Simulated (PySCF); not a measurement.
C$_{5}$H$_{6}$, SMILES `C#C/C=C\C`.

PySCF calculation, 6-31G* basis, gas phase; geometry: GFN2-xTB. No frequency check shows the geometry to be a minimum.

Coordinates in Å:

```
C1      -2.1803    0.5199   -0.0003
C2      -1.1919   -0.1630    0.0003
C3      -0.0500   -0.9912    0.0001
C4       1.2023   -0.5374   -0.0002
C5       1.5855    0.9022    0.0011
H6      -3.0412    1.1190   -0.0008
H7      -0.2544   -2.0547   -0.0001
H8       2.0213   -1.2447   -0.0012
H9       2.1862    1.1317   -0.8835
H10      0.7028    1.5370    0.0047
H11      2.1914    1.1284    0.8750
```

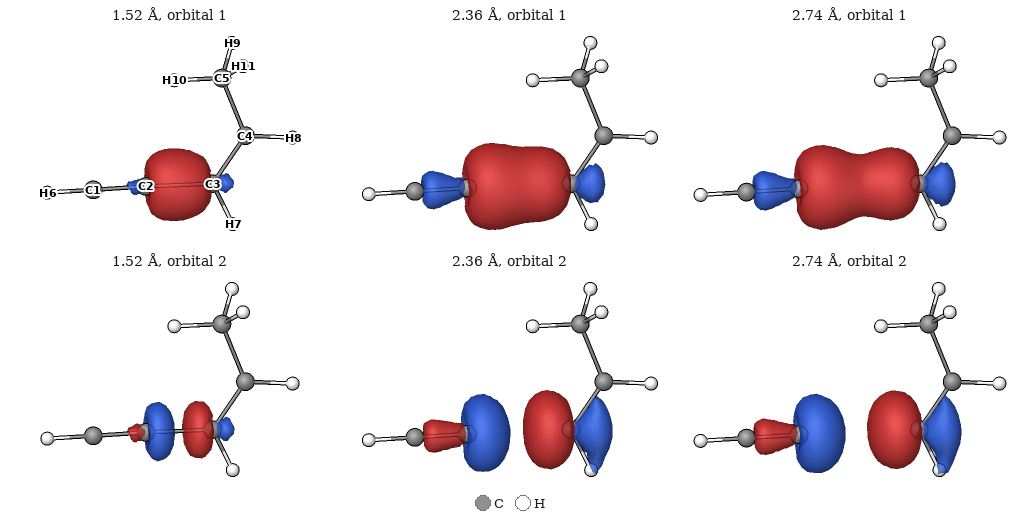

Rigid stretch of the C2–C3 bond. The two CASSCF(2,2) natural orbitals nearest half filling (orbital 1 the more occupied).

How do the occupations change along the stretch?

1.52 Å: 1.98 and 0.02; 2.36 Å: 1.84 and 0.16; 2.74 Å: 1.66 and 0.34. At the longest distance computed (4.26 Å) they are 1.07 and 0.93, and the effective number of unpaired electrons is 2.0.

UHF's ⟨S²⟩ passes 1 along the scan (up to 1.64), so it also polarises electrons outside the stretched bond; its energy lowering isn't due to that bond alone.

UHF already breaks spin symmetry near equilibrium here (⟨S²⟩ = 0.26 at 1.40 Å), for reasons apart from this bond.
